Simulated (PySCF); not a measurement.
## Electronic structure of C$_{4}$H$_{13}$NSi$_{2}$ in real space

Input

```
{"job": {"kind": "nmr", "xc": "PBE0", "basis": "pcSseg-1", "pop": false}, "charge": 0, "multiplicity": 1}
Si     3.003000     0.705900    -0.371600
C      2.234500    -0.992400    -0.714600
Si     0.617000    -1.377600     0.196400
N     -0.420500    -0.038300    -0.075900
C     -1.724100     0.080400     0.474100
C     -2.485100     1.363000     0.341600
C     -2.942600     0.136500    -0.402600
H      2.153800     1.770000    -0.918700
H      3.185400     0.910500     1.066000
H      4.311200     0.795400    -1.034000
H      2.950300    -1.766700    -0.441400
H      2.079100    -1.101800    -1.788000
H      0.083800    -2.670000    -0.279800
H      0.816300    -1.473100     1.647200
H     -0.312200     0.509600    -0.915600
H     -1.806400    -0.465400     1.404500
H     -3.073500     1.709000     1.177500
H     -2.034000     2.160000    -0.231100
H     -3.843100    -0.358500    -0.074200
H     -2.797800     0.114100    -1.472500
```

Launched as:

```sh
OMP_NUM_THREADS=1 python probes_run.py task.json out
```

Geometry: GFN2-xTB, NEB image 0 of 0 to 8.

All numbers below come from PySCF 2.14.0, PBE0/pcSseg-1, SCF density, gas phase, non-relativistic.

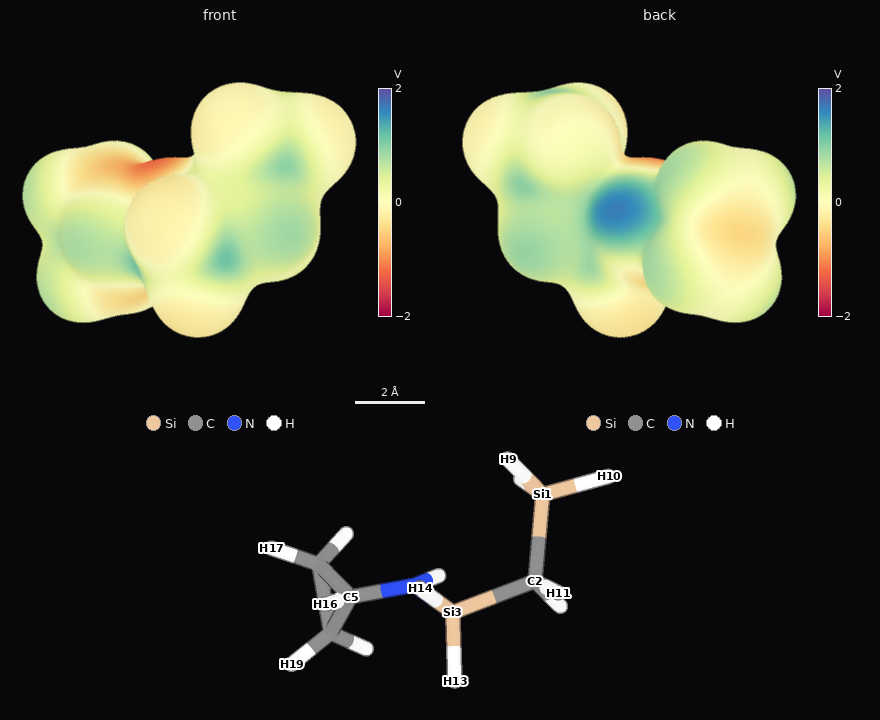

Figure 1. The electrostatic potential painted on the density surface at 0.002 e/bohr³, seen from the front and from behind; the colour scale runs from red (negative) to blue (positive). The bare structure is drawn below in the same view.

> Describe the electrostatic potential map.

The most negative region (about −1.1 V) lies over N4, the most positive (about +1.6 V) over H15. N4 is the likeliest acceptor of a hydrogen bond.

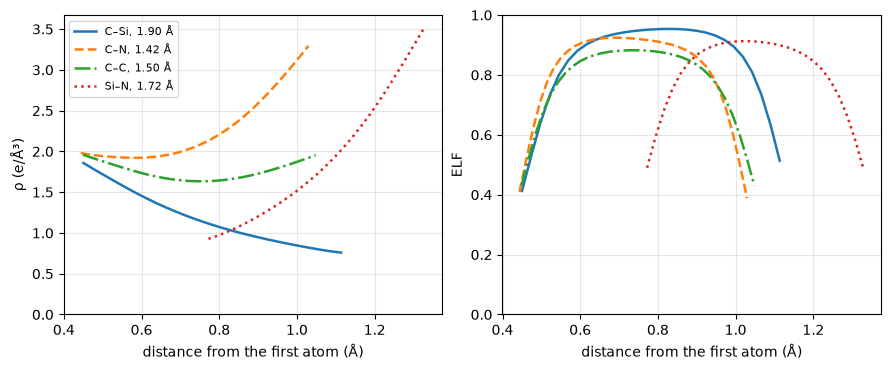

Figure 2. Total electron density and electron localisation function along straight lines between neighbouring atoms. The curves leave out the atomic cores.

> What kind of bonding do the profiles show?

C–Si (1.90 Å): ρ is about 0.9 e/Å³ halfway; the ELF peaks at about 0.95 between the atoms (a shared electron pair).
C–N (1.42 Å): ρ at the midpoint is about 2 e/Å³; the ELF peaks at about 0.90 between the atoms, as expected for localised, covalent bonding.
C–C (1.50 Å): ρ at the midpoint is about 1.6 e/Å³; the ELF peaks at about 0.90 between the atoms; a shared electron pair.
Si–N (1.72 Å): ρ at the midpoint is about 1.1 e/Å³; the ELF peaks at about 0.90 between the atoms; a polar covalent bond.
